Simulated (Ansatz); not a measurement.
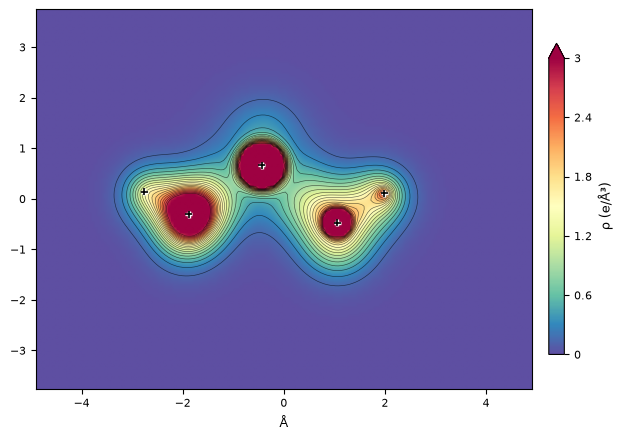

The electron density on a plane through atoms (crosses mark nuclei in the plane).

All numbers below come from RKS PBE0/def2-SVP (Ansatz 0.2.0).

Candidates:
A. AlClF$_{2}$H$_{2}$
B. CH$_{7}$NSi

Q: Which candidate gave the map?

A: Candidate B: CH$_{7}$NSi on the plane of atoms N3, Si1 and C6, which holds Si, N, H and C. Si–N (1.74 Å): ρ at the midpoint is about 1 e/Å³. C–Si (1.87 Å): ρ is about 0.96 e/Å³ halfway.
